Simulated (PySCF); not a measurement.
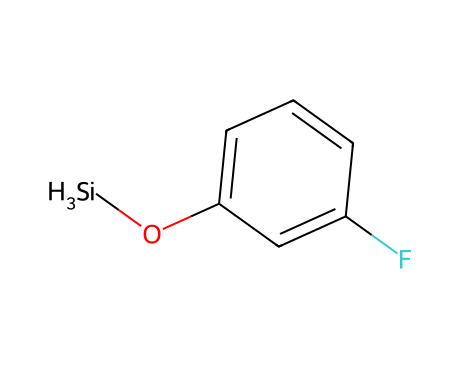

Structural formula above. Computed geometry: GFN2-xTB optimisation. No frequency run is at hand to confirm it as a minimum.

What does the molecule look like in three dimensions?

Formula C₆H₇FOSi. Its SMILES string is `Fc1cccc(O[SiH3])c1`. Independent rings (smallest set): 1 of 6 members, 1 of them aromatic. Among its groups: C–F bond, Si–H bond, Si–O bond. This geometry has Cs symmetry. Coordination: 6 C trigonal planar; 1 O bent; 1 Si tetrahedral.

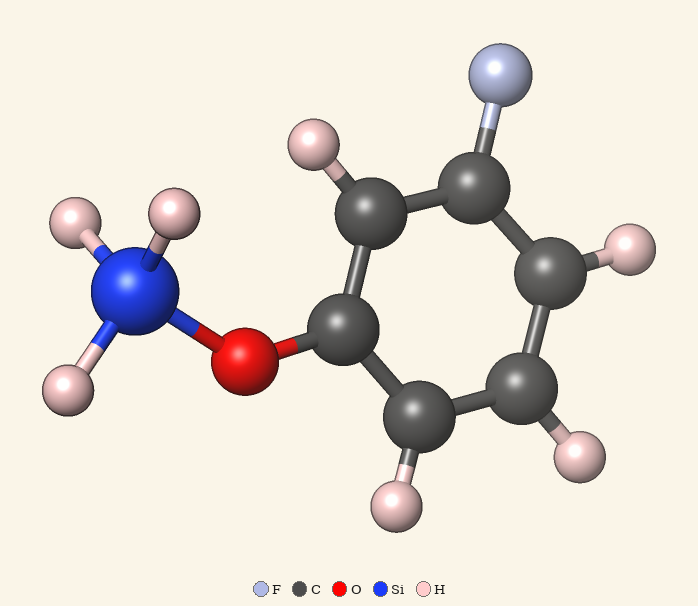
